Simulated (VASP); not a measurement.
Band structure of Ca (relaxed from the bcc structure, space group Im-3m). All values below come from r2SCAN meta-GGA, VASP's PBE PAW potentials (set 64) (plane waves; VASP 6.6.1).

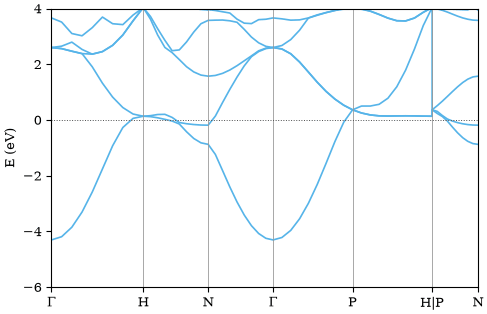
Figure. Bands along high-symmetry lines, zero at the valence-band maximum or, without a gap, the Fermi level

Problem. Read the plot: is there a gap, and where are the band edges?

Solution. It has no gap at this level: it comes out as a metal or semimetal.

The structure was generated: Ca was put into the bcc type (Im-3m), which need not be its known phase. The cell was not relaxed at this level.
